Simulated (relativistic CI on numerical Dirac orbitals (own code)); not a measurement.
# Ar⁺: one ion under different settings

How much do the settings matter for Ar⁺? One ion, several inputs.

Method: Dirac-Coulomb-Breit CI, KLI orbitals optimised for each configuration, model QED (radiative potential, 1s self-energy scaled to tabulated hydrogen-like ionisation energies), numerical settings as typed. Code: relativistic CI on numerical Dirac orbitals (own code) version 3.

## (1) What is computed

* ion: Ar⁺ (Ar II)
* nuclear charge: 18
* electrons: 17
* isotope: A = 40

## (2) The usual input

The run's settings:

```ini
atom Ar  Z=18  charge=1  electrons=17
nucleus A=40  rms_radius_fm=3.4274
hamiltonian dirac-coulomb  breit=on  qed=on  c_scale=1
orbitals kli  potential=per-configuration
slater_scale 1
correlation none
mixing on
grid step=0.0125 r_max=51.4
scf mixing=0.4 start=green max_iterations=150 tolerance=2e-08 node_fill=0.05
configurations
  [Ne] 3s2 3p5
end
```

Started as:

```console
$ python run_levels.py task.json out
```

One command runs all members of the session, one after another, from task.json.

From the run's result record (rounded, not every field):

```text
{
  "status": "converged",
  "levels [i, E_cm, J2, conf, term, w_term, w_jj]": [
    [0, 0, 3, "3p5", "2P*", 1, 1],
    [1, 1451.089, 1, "3p5", "2P*", 1, 1]
  ],
  "total_energy [Ha]": -527.91802976,
  "n_levels_all": 2,
  "overlap": 2.90342e-13,
  "scf_iterations": [10],
  "orbital_energies [Ha]": {"1s": -115.346, "2s": -11.754, "2p1/2": -9.336, "2p3/2": -9.25386, "3s": -1.57022, "3p1/2": -1.0411, "3p3/2": -1.03407},
  "configurations [conf, odd, states, E_av_Ha, breit_Ha, qed_Ha]": [
    ["3p5", 1, 6, -528.1350796, 0.1322, 0.08708]
  ],
  "scf_steps of the first configuration [iteration, E_Ha, residual, outer_eigenvalue_Ha]": [
    [1, -526.5095619, 0.913, -1.312],
    [2, -527.869919, 0.34, -1.073],
    [3, -528.1266891, 0.0457, -0.9956],
    [4, -528.1349688, 0.00667, -1.042],
    [5, -528.135027, 0.00148, -1.035],
    [6, -528.1350737, 0.000138, -1.034],
    [7, -528.1350781, 3.4e-05, -1.034],
    [8, -528.1350796, 1.75e-06, -1.034],
    [9, -528.1350796, 3.21e-07, -1.034],
    [10, -528.1350796, 8.21e-09, -1.034]
  ]
}
```

Run time: 0.072 s. Hardware: 1 thread, shared host.

## (3) Tolerance 0.0001

Changes to the settings of step 2:

```diff
@@ -8,3 +8,3 @@
 grid step=0.0125 r_max=51.4
-scf mixing=0.4 start=green max_iterations=150 tolerance=2e-08 node_fill=0.05
+scf mixing=0.4 start=green max_iterations=150 tolerance=0.0001 node_fill=0.05
 configurations
```

Result record:

```text
{
  "status": "converged",
  "levels [i, E_cm, J2, conf, term, w_term]": [
    [0, 0, 3, "3p5", "2P*", 1],
    [1, 1451.0909, 1, "3p5", "2P*", 1]
  ],
  "total_energy [Ha]": -527.91802896,
  "n_levels_all": 2,
  "overlap": 2.9048e-13,
  "scf_iterations": [7],
  "orbital_energies [Ha]": {"1s": -115.346, "2s": -11.754, "2p1/2": -9.33602, "2p3/2": -9.25388, "3s": -1.5702, "3p1/2": -1.04108, "3p3/2": -1.03405},
  "configurations [conf, odd, states, E_av_Ha, breit_Ha, qed_Ha]": [
    ["3p5", 1, 6, -528.1350781, 0.1322, 0.08708]
  ],
  "scf_steps of the first configuration [iteration, E_Ha, residual, outer_eigenvalue_Ha]": [
    [1, -526.5095619, 0.913, -1.312],
    [2, -527.869919, 0.34, -1.073],
    [3, -528.1266891, 0.0457, -0.9956],
    [4, -528.1349688, 0.00667, -1.042],
    [5, -528.135027, 0.00148, -1.035],
    [6, -528.1350737, 0.000138, -1.034],
    [7, -528.1350781, 3.4e-05, -1.034]
  ]
}
```

Run time: 0.071 s. Hardware: 1 thread, shared host.

## (4) Iteration limit 20, Breit term off

The run's settings:

```ini
atom Ar  Z=18  charge=1  electrons=17
nucleus A=40  rms_radius_fm=3.4274
hamiltonian dirac-coulomb  breit=off  qed=on  c_scale=1
orbitals kli  potential=per-configuration
slater_scale 1
correlation none
mixing on
grid step=0.0125 r_max=51.4
scf mixing=0.4 start=green max_iterations=20 tolerance=2e-08 node_fill=0.05
configurations
  [Ne] 3s2 3p5
end
```

Result record:

```text
{
  "status": "converged",
  "levels [i, E_cm, J2, conf, term, w_term]": [
    [0, 0, 3, "3p5", "2P*", 1],
    [1, 1510.9982, 1, "3p5", "2P*", 1]
  ],
  "total_energy [Ha]": -528.05029861,
  "n_levels_all": 2,
  "overlap": 2.90342e-13,
  "scf_iterations": [10],
  "orbital_energies [Ha]": {"1s": -115.346, "2s": -11.754, "2p1/2": -9.336, "2p3/2": -9.25386, "3s": -1.57022, "3p1/2": -1.0411, "3p3/2": -1.03407},
  "configurations [conf, odd, states, E_av_Ha, breit_Ha, qed_Ha]": [
    ["3p5", 1, 6, -528.1350796, 0, 0.08708]
  ],
  "scf_steps of the first configuration [iteration, E_Ha, residual, outer_eigenvalue_Ha]": [
    [1, -526.5095619, 0.913, -1.312],
    [2, -527.869919, 0.34, -1.073],
    [3, -528.1266891, 0.0457, -0.9956],
    [4, -528.1349688, 0.00667, -1.042],
    [5, -528.135027, 0.00148, -1.035],
    [6, -528.1350737, 0.000138, -1.034],
    [7, -528.1350781, 3.4e-05, -1.034],
    [8, -528.1350796, 1.75e-06, -1.034],
    [9, -528.1350796, 3.21e-07, -1.034],
    [10, -528.1350796, 8.21e-09, -1.034]
  ]
}
```

Run time: 0.072 s. Hardware: 1 thread, shared host.

## (5) Speed-of-light factor 1.25, start potential previous

The run's settings:

```ini
atom Ar  Z=18  charge=1  electrons=17
nucleus A=40  rms_radius_fm=3.4274
hamiltonian dirac-coulomb  breit=on  qed=on  c_scale=1.25
orbitals kli  potential=per-configuration
slater_scale 1
correlation none
mixing on
grid step=0.0125 r_max=51.4
scf mixing=0.4 start=previous max_iterations=150 tolerance=2e-08 node_fill=0.05
configurations
  [Ne] 3s2 3p5
end
```

Result record:

```text
{
  "status": "converged",
  "levels [i, E_cm, J2, conf, term, w_term]": [
    [0, 0, 3, "3p5", "2P*", 1],
    [1, 926.77935, 1, "3p5", "2P*", 1]
  ],
  "total_energy [Ha]": -527.29264412,
  "n_levels_all": 2,
  "overlap": 2.85806e-13,
  "scf_iterations": [11],
  "orbital_energies [Ha]": {"1s": -115.171, "2s": -11.7244, "2p1/2": -9.31539, "2p3/2": -9.26298, "3s": -1.56716, "3p1/2": -1.03969, "3p3/2": -1.0352},
  "configurations [conf, odd, states, E_av_Ha, breit_Ha, qed_Ha]": [
    ["3p5", 1, 6, -527.4591669, 0.08446, 0.08348]
  ],
  "scf_steps of the first configuration [iteration, E_Ha, residual, outer_eigenvalue_Ha]": [
    [1, -524.3755038, 1.15, -0.4937],
    [2, -527.2875368, 0.257, -0.9078],
    [3, -527.4466212, 0.0786, -1.028],
    [4, -527.4577619, 0.0183, -1.049],
    [5, -527.4591254, 0.00119, -1.036],
    [6, -527.4591511, 0.000523, -1.035],
    [7, -527.459169, 0.000145, -1.035],
    [8, -527.4591669, 1.33e-06, -1.035],
    [9, -527.4591669, 2.23e-06, -1.035],
    [10, -527.4591669, 2.68e-08, -1.035],
    [11, -527.4591669, 8.66e-10, -1.035]
  ]
}
```

Wall time 0.074 s (1 thread, shared host).

With a scaled speed of light this is not the real ion; the QED potentials keep the true α and change only through the orbitals.

## (6) Breit term off, speed-of-light factor 0.8

The run's settings:

```ini
atom Ar  Z=18  charge=1  electrons=17
nucleus A=40  rms_radius_fm=3.4274
hamiltonian dirac-coulomb  breit=off  qed=on  c_scale=0.8
orbitals kli  potential=per-configuration
slater_scale 1
correlation none
mixing on
grid step=0.0125 r_max=51.4
scf mixing=0.4 start=green max_iterations=150 tolerance=2e-08 node_fill=0.05
configurations
  [Ne] 3s2 3p5
end
```

Result record:

```text
{
  "status": "converged",
  "levels [i, E_cm, J2, conf, term, w_term]": [
    [0, 0, 3, "3p5", "2P*", 1],
    [1, 2371.6116, 1, "3p5", "2P*", 1]
  ],
  "total_energy [Ha]": -529.11087974,
  "n_levels_all": 2,
  "overlap": 3.0439e-13,
  "scf_iterations": [10],
  "orbital_energies [Ha]": {"1s": -115.623, "2s": -11.8008, "2p1/2": -9.36848, "2p3/2": -9.2395, "3s": -1.57505, "3p1/2": -1.04334, "3p3/2": -1.0323},
  "configurations [conf, odd, states, E_av_Ha, breit_Ha, qed_Ha]": [
    ["3p5", 1, 6, -529.1994565, 0, 0.09218]
  ],
  "scf_steps of the first configuration [iteration, E_Ha, residual, outer_eigenvalue_Ha]": [
    [1, -527.5313481, 0.926, -1.314],
    [2, -528.9274947, 0.345, -1.072],
    [3, -529.1908754, 0.0464, -0.9936],
    [4, -529.1993409, 0.00687, -1.041],
    [5, -529.1994043, 0.00148, -1.033],
    [6, -529.1994506, 0.000142, -1.032],
    [7, -529.199455, 3.55e-05, -1.032],
    [8, -529.1994566, 1.76e-06, -1.032],
    [9, -529.1994566, 3.4e-07, -1.032],
    [10, -529.1994565, 8.34e-09, -1.032]
  ]
}
```

Wall time 0.072 s (1 thread, shared host).

A changed speed of light describes a fictitious ion. The QED potentials keep the true α.

## (7) Speed-of-light factor 0.2

The run's settings:

```ini
atom Ar  Z=18  charge=1  electrons=17
nucleus A=40  rms_radius_fm=3.4274
hamiltonian dirac-coulomb  breit=on  qed=on  c_scale=0.2
orbitals kli  potential=per-configuration
slater_scale 1
correlation none
mixing on
grid step=0.0125 r_max=51.4
scf mixing=0.4 start=green max_iterations=92 tolerance=2e-08 node_fill=0.05
configurations
  [Ne] 3s2 3p5
end
```

Result record:

```text
{
  "status": "converged",
  "levels [i, E_cm, J2, conf, term, w_term]": [
    [0, 0, 3, "3p5", "2P*", 1],
    [1, 44831.517, 1, "3p5", "2P*", 1]
  ],
  "total_energy [Ha]": -581.67891853,
  "n_levels_all": 2,
  "overlap": 2.91078e-13,
  "scf_iterations": [11],
  "orbital_energies [Ha]": {"1s": -130.268, "2s": -14.3989, "2p1/2": -11.1251, "2p3/2": -8.50212, "3s": -1.84525, "3p1/2": -1.16615, "3p3/2": -0.944252},
  "configurations [conf, odd, states, E_av_Ha, breit_Ha, qed_Ha]": [
    ["3p5", 1, 6, -585.8642731, 3.797, 0.4561]
  ],
  "scf_steps of the first configuration [iteration, E_Ha, residual, outer_eigenvalue_Ha]": [
    [1, -581.0957186, 1.65, -1.414],
    [2, -585.1015375, 0.623, -1.017],
    [3, -585.841154, 0.0788, -0.8927],
    [4, -585.8630285, 0.0251, -0.9667],
    [5, -585.8641282, 0.00423, -0.9485],
    [6, -585.8642575, 0.000417, -0.9437],
    [7, -585.864262, 0.000291, -0.9439],
    [8, -585.8642733, 5.96e-06, -0.9443],
    [9, -585.8642732, 3.43e-06, -0.9443],
    [10, -585.8642731, 3.7e-08, -0.9443],
    [11, -585.8642731, 1.62e-09, -0.9443]
  ]
}
```

Run time: 0.076 s. Hardware: 1 thread, shared host.

A bad setting: its result is shown only for the comparison.

With a scaled speed of light this is not the real ion; the QED potentials keep the true α and change only through the orbitals.

## (8) Comparison

| setting | total energy less usual (Ha) | largest shift of a level among the lowest eight of both runs, same label and place (cm⁻¹) | SCF iterations | time | lowest level | kind of change |
| --- | --- | --- | --- | --- | --- | --- |
| usual | 0 | 0 | 10 | 0.072 s | 3p5 2P°3/2 | - |
| tolerance 0.0001 | 7.92e-07 | 0 | 7 | 0.071 s | 3p5 2P°3/2 | numerical |
| iteration limit 20, Breit term off | -0.132 | 59.9 | 10 | 0.072 s | 3p5 2P°3/2 | model term |
| speed-of-light factor 1.25, start potential previous | 0.625 | 524 | 11 | 0.074 s | 3p5 2P°3/2 | unphysical constant |
| Breit term off, speed-of-light factor 0.8 | -1.19 | 921 | 10 | 0.072 s | 3p5 2P°3/2 | unphysical constant |
| speed-of-light factor 0.2 | -53.8 | 43400 | 11 | 0.076 s | 3p5 2P°3/2 | unsound |

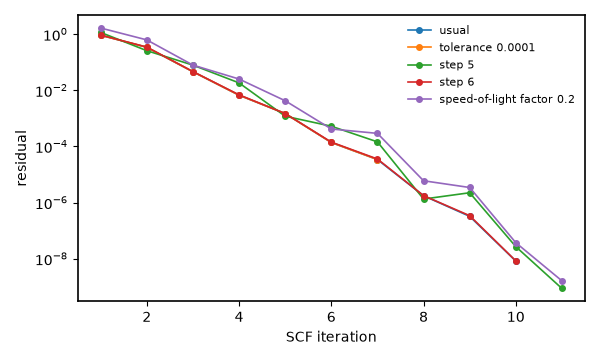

Residual of the first configuration's SCF.

## (9) Summary of results

| quantity | value |
| --- | --- |
| lowest level, usual settings | 3p5 2P°3/2 |
| total energy | -527.9180 Ha |
| first excitation | 1451.1 cm⁻¹ |

**Reading.** Among the runs whose levels can be followed, they move most under «speed-of-light factor 0.2» (unsound), by up to 43400 cm⁻¹. No visible change in the result comes from «tolerance 0.0001». Only the listed configurations are in the model. Near neutrality, missing correlation can shift configurations against each other by thousands of cm⁻¹.
